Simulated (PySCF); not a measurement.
Breaking a bond: SiCl, doublet.

Levels of theory: ROHF/6-31G (PySCF); ROKS-B3LYP = PySCF with restricted open-shell B3LYP/6-31G; UKS-BLYP = unrestricted BLYP/6-31G in PySCF 2.14.0.

Magnitude of the dipole moment (D; its direction can reverse along the curve, and a method can change to another solution) and Mulliken charge of the fragment that holds Si1:

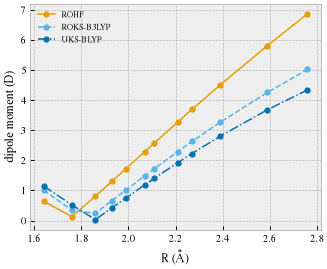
Dipole moment against bond length.

```csv
R / Å,μ ROHF,q ROHF,μ ROKS-B3LYP,q ROKS-B3LYP,μ UKS-BLYP,q UKS-BLYP
1.64,0.64,0.06,1.01,-0.06,1.15,-0.10
1.76,0.13,0.19,0.34,0.06,0.52,0.02
1.86,0.81,0.29,0.24,0.15,0.03,0.11
1.93,1.30,0.34,0.66,0.21,0.42,0.17
1.99,1.72,0.39,1.02,0.25,0.75,0.21
2.07,2.29,0.44,1.49,0.30,1.19,0.25
2.11,2.57,0.46,1.72,0.32,1.40,0.27
2.21,3.28,0.51,2.29,0.36,1.92,0.31
2.27,3.69,0.53,2.63,0.37,2.23,0.32
2.39,4.51,0.56,3.27,0.40,2.80,0.35
2.59,5.81,0.59,4.25,0.43,3.68,0.37
2.76,6.86,0.61,5.02,0.44,4.34,0.38
```

The scan ran from 1.64 to 8.26 Å; beyond the distances shown one of the unrestricted levels run for this scan, shown here or not, changes its spin distribution in one step.
